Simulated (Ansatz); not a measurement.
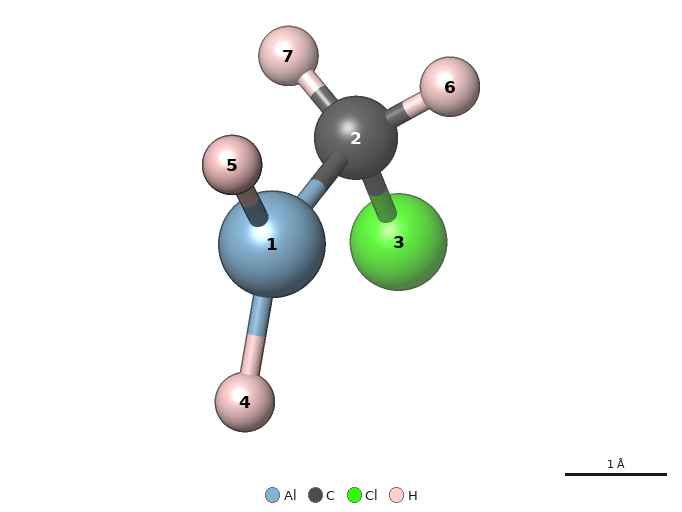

Orthographic view. Depth is shown by fading: the farther an atom, the more it takes the colour of the background. The geometry was computed by an optimisation with PBE-D4/def2-SVP. No frequency run is at hand to confirm it as a minimum.

Give the geometry as a Z-matrix, atoms in numerical order, with these reference atoms: 2 to 1; 3 to 2, 1; 4 to 1, 2, 3; 5 to 1, 4, 2; 6 to 2, 3, 1; 7 to 2, 6, 3.

```
Al 
C    1   1.984
Cl   2   1.814   1   111.9
H    1   1.596   2   121.2   3    -1.5
H    1   1.604   4   121.6   2   179.8
H    2   1.112   3   107.6   1   123.4
H    2   1.112   6   105.6   3  -114.7
```
